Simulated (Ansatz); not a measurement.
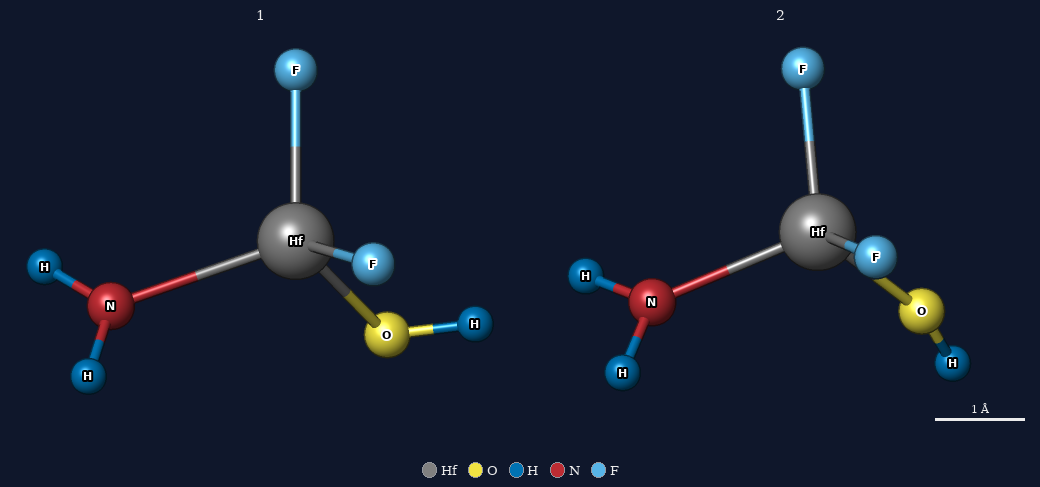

Two geometries of HfNH3OF2, drawn at one scale. One is the start of a relaxation, the other its converged end. A ball-and-stick model, seen from a free direction.

All numbers below come from RKS PBE0-D4/def2-SVP (Ansatz). Settings: no spin polarisation; force threshold 0.02 eV/Å; at most 40 steps.

Which of the two is the end point?

Structure 2 is the relaxed one. The run prepares the start of a later molecular dynamics calculation, from a guessed geometry. After 23 accepted moves (26 points after the start) the energy has fallen by 93.5 kJ/mol. Largest force component: 2.2 eV/Å at the start, 0.012 eV/Å at the end. The line search rejected the trial steps at points 14, 16, 19 of the run. The forces were under the threshold at step 21, but the run went on from there. The atom that moves furthest after the best rigid fit is an H atom (0.80 Å). By element the largest moves are H 0.80 Å, O 0.46 Å, F 0.27 Å, N 0.25 Å, Hf 0.17 Å. Among the contacts that change: Hf–N 2.210 → 2.027 Å, Hf–O 2.070 → 1.922 Å, F–Hf 1.979 → 1.921 Å, H–O 1.010 → 0.955 Å. Among the angles between lasting bonds that change: Hf–O–H 109.5° → 163.1°, H–N–H 120.0° → 108.1°, Hf–N–H 120.0° → 126.1°.
